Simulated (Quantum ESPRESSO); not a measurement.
# MgS (Niningerite): the optical phonon under strain

Aim: the phonon deformation potentials p and q of MgS (Niningerite), tested on a biaxially strained cell.

Program: Quantum ESPRESSO 7.5. Level of theory: DFT LDA, scalar-relativistic, plane waves, PseudoDojo norm-conserving pseudopotentials. Results are calculated unless marked as measured.

### 1. The relaxed structure

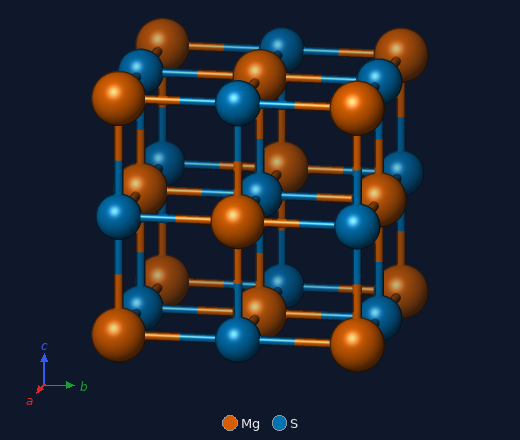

The cell as given, slightly off an axis (magnesium orange, sulfur blue). This picture shows the conventional cell, with its axes. Some periodic images of atoms are drawn too.

As a file:

```
Mg S
1.0
    -2.56586    0.00000    2.56586
     0.00000    2.56586    2.56586
    -2.56586    2.56586    0.00000
Mg S
1 1
Direct
  0.00000 0.00000 0.00000
  0.50000 0.50000 0.50000
```

This is the cell after its relaxation at this level of theory, not the database cell from which that began.

### 2. Uniaxial strain

The relaxed cell is stretched along z alone. This keeps all atoms on sites fixed by symmetry and splits the threefold mode into a singlet, polarised along z, and a doublet. The macroscopic field is left out, so these are transverse modes. Cutoff 92 Ry, k mesh 8×8×8.

From the response at ε_zz = 0.01:

What it wrote:

```text
[banners, grids, parts of the stress and lines that vanish by symmetry left out]
Program PHONON v.7.5
     Reading xml data from directory:

[...]
Exchange-correlation= PW
                           (   1   4   0   0   0   0   0)
[...]
kinetic-energy cut-off    =      92.0000  Ry
     charge density cut-off    =     368.0000  Ry
     convergence threshold     =      1.0E-18
[...]
Exchange-correlation= PW
                           (   1   4   0   0   0   0   0)
[...]
q = (   0.0000000   0.0000000   0.0000000 )
     17 Sym.Ops. (with q -> -q+G )
     G cutoff =  442.7167  (  27493 G-vectors)     FFT grid: ( 45, 45, 45)
     number of k points=    59
[...]
Mode symmetry, D_4h(4/mmm) point group:
[...]
Representation #   1 mode #   1
[...]
End of self-consistent calculation
     Convergence has been achieved
     Representation #   2 mode #   2
[...]
End of self-consistent calculation
     Convergence has been achieved
     Representation #   3 modes #   3   4
[...]
End of self-consistent calculation
     Convergence has been achieved
     Representation #   4 modes #   5   6
[...]
End of self-consistent calculation
     Convergence has been achieved
[...]
q = (    0.000000000   0.000000000   0.000000000 )
[...]
freq (    1) =       0.079629 [THz] =       2.656142 [cm-1]
     freq (    2) =       0.079629 [THz] =       2.656142 [cm-1]
     freq (    3) =       0.098671 [THz] =       3.291308 [cm-1]
     freq (    4) =       6.816781 [THz] =     227.383346 [cm-1]
     freq (    5) =       7.582772 [THz] =     252.934042 [cm-1]
     freq (    6) =       7.582772 [THz] =     252.934042 [cm-1]
[...]
Mode symmetry, D_4h(4/mmm) point group:
     freq (   1-   2) =          2.7  [cm-1]   --> E_u  X_5' M_5'  I
     freq (   3-   3) =          3.3  [cm-1]   --> A_2u X_4' M_4'  I
     freq (   4-   4) =        227.4  [cm-1]   --> A_2u X_4' M_4'  I
     freq (   5-   6) =        252.9  [cm-1]   --> E_u  X_5' M_5'  I

   JOB DONE.
```

```csv
ε_zz,singlet (cm⁻¹),doublet (cm⁻¹),σ_zz (GPa),σ_xx (GPa)
-0.01,275.73,249.67,-1.733,-0.435
-0.005,263.55,250.60,-0.840,-0.214
0,251.45,251.45,0.003,0.003
0.005,239.40,252.23,0.796,0.214
0.01,227.38,252.93,1.544,0.422
```

Stress is counted positive in tension.

### 3. The fit

To first order ω² − ω₀² = p ε_zz + q (ε_xx + ε_yy) for the mode along z, and likewise for x and y. With ε_zz alone the singlet gives p and the doublet q.

The linear terms of parabolas through ω² are p = -19.23 ω₀² and q = 1.30 ω₀², with ω₀ = 251.4 cm⁻¹. Those of the stresses are C11 = 164 GPa and C12 = 43 GPa. Under hydrostatic strain p and q imply γ = −(p + 2q)/(6 ω₀²) = 2.77.

A layer held to an in-plane strain ε and free along z takes ε_zz = −2 (C12/C11) ε = -0.523 ε. To first order the singlet then shifts by (q − p C12/C11) ε / ω₀ = 1591 ε cm⁻¹. For ε = 0.004, ε_zz = -0.00209, the formulas for ω² predict 257.73 cm⁻¹ for the singlet and 241.91 cm⁻¹ for the doublet.

### 4. A biaxially strained cell

This run was no part of the fit.

What it wrote:

```text
[banners, grids, parts of the stress and lines that vanish by symmetry left out]
[banner, memory and clock lines left out]
Program PHONON v.7.5

[...]
Exchange-correlation= PW
                           (   1   4   0   0   0   0   0)
[...]
kinetic-energy cut-off    =      92.0000  Ry
     charge density cut-off    =     368.0000  Ry
     convergence threshold     =      1.0E-18
[...]
Exchange-correlation= PW
                           (   1   4   0   0   0   0   0)
[...]
q = (   0.0000000   0.0000000   0.0000000 )
     17 Sym.Ops. (with q -> -q+G )
     G cutoff =  439.1533  (  27269 G-vectors)     FFT grid: ( 45, 45, 45)
     number of k points=    59
[...]
Mode symmetry, D_4h(4/mmm) point group:
[...]
Representation #   1 mode #   1
[...]
End of self-consistent calculation
     Convergence has been achieved
     Representation #   2 mode #   2
[...]
End of self-consistent calculation
     Convergence has been achieved
     Representation #   3 modes #   3   4
[...]
End of self-consistent calculation
     Convergence has been achieved
     Representation #   4 modes #   5   6
[...]
End of self-consistent calculation
     Convergence has been achieved
[...]
q = (    0.000000000   0.000000000   0.000000000 )
[...]
freq (    1) =       0.080508 [THz] =       2.685452 [cm-1]
     freq (    2) =       0.080508 [THz] =       2.685452 [cm-1]
     freq (    3) =       0.098946 [THz] =       3.300467 [cm-1]
     freq (    4) =       7.257795 [THz] =     242.093993 [cm-1]
     freq (    5) =       7.257795 [THz] =     242.093993 [cm-1]
     freq (    6) =       7.726660 [THz] =     257.733619 [cm-1]
[...]
Mode symmetry, D_4h(4/mmm) point group:
     freq (   1-   2) =          2.7  [cm-1]   --> E_u  X_5' M_5'  I
     freq (   3-   3) =          3.3  [cm-1]   --> A_2u X_4' M_4'  I
     freq (   4-   5) =        242.1  [cm-1]   --> E_u  X_5' M_5'  I
     freq (   6-   6) =        257.7  [cm-1]   --> A_2u X_4' M_4'  I
```

```
   mode  predicted (cm⁻¹)  run (cm⁻¹)
singlet            257.73      257.73
doublet            241.91      242.09
```

The stress along z is 0.001 GPa and that in the plane 0.719 GPa; the unstrained cell carries 0.003 GPa.

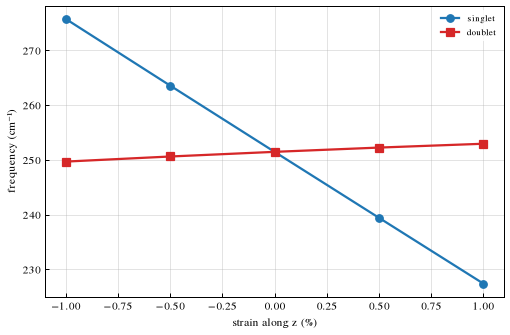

The two components under uniaxial strain.

### 5. Summary of results

```json
{
 "p (in units of the squared frequency)": "-19.23",
 "q (same units)": "1.296",
 "shift of the singlet per unit of biaxial strain": "1591 cm⁻¹",
 "C11 and C12": "164 and 43 GPa"
}
```

What this shows: To first order, one per cent of tensile biaxial strain moves the singlet of MgS (Niningerite) by 15.9 cm⁻¹ and the doublet by -23.4 cm⁻¹; the formulas miss the test run by up to 0.18 cm⁻¹. In the rock-salt structure this mode is infrared active and has no first-order Raman line. The third potential, r, needs shear strain, which was not run. These are harmonic values at zero temperature.

[Host names and launcher messages were left out of these logs when they were recorded.]

[Logs are printed without paths, hosts, clocks, repeated set-up lines and the standing remarks that a program may print on its own settings, such as how far it seeks lower states.]

[Hosts, paths, dates, database ids (printed as entryN), source tags and the programs' standing remarks are cut or masked in the printed files.]
